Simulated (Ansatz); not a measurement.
We consider CsCl-type TiCo, described by BLYP (PAW; Ansatz, an electronic-structure program).

Settings: plane-wave cutoff 520 eV, 18×18×18 k mesh, Fermi–Dirac smearing 0.05 eV, no spin polarisation, scalar-relativistic PAW data made under PBE.

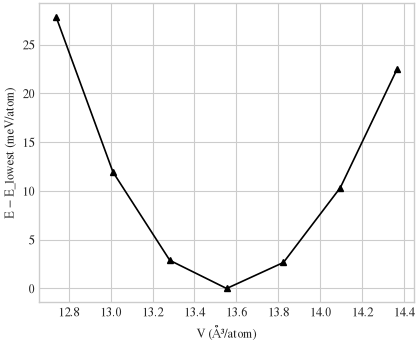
Figure: Total energy against volume

### Question
From the curve, estimate the equilibrium volume and the bulk modulus.

### Answer
V0 ≈ 13.6 Å³/atom and B0 ≈ 160 GPa; the fit gives V0 = 13.554 Å³/atom, B0 = 164 GPa, B′ = 4.2.

Measured, for comparison: bulk modulus 154 GPa, equilibrium volume per atom 13.43 Å³/atom (room temperature, no zero-point or thermal correction; as tabulated in Yamada et al. (2019), arXiv:1910.09660). Computed (rounded) less measured: bulk modulus +6 %, equilibrium volume per atom +0.9 %. A static lattice is as a rule a little smaller and stiffer than an uncorrected measurement, which narrows the difference in the bulk modulus and would widen misses of the other sign.

The computed numbers hold no vibrational or temperature effects.
